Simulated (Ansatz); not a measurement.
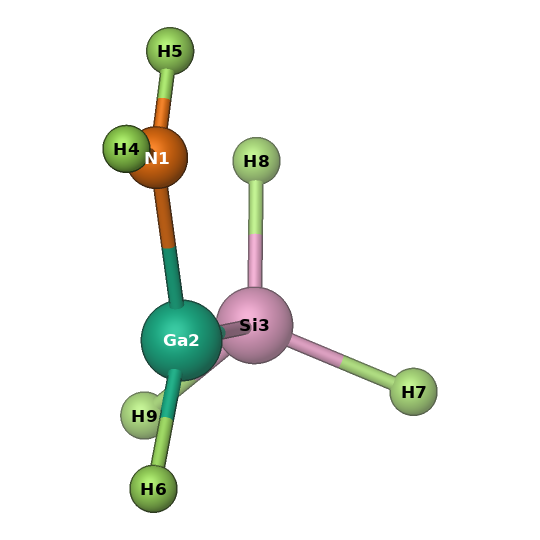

Si3 lies behind Ga2. The molecule seen a little off the Ga2–Si3 bond, Ga2 in front. Distant atoms are faded towards the background colour. The geometry was computed by an optimisation with PBE-D4/def2-SVP. No frequency run is at hand to confirm it as a minimum.

Q: What is the torsion angle N1–Ga2–Si3–H7? The sign is positive where the front bond must turn clockwise to cover the back bond.

A: 115°, anticlinal.
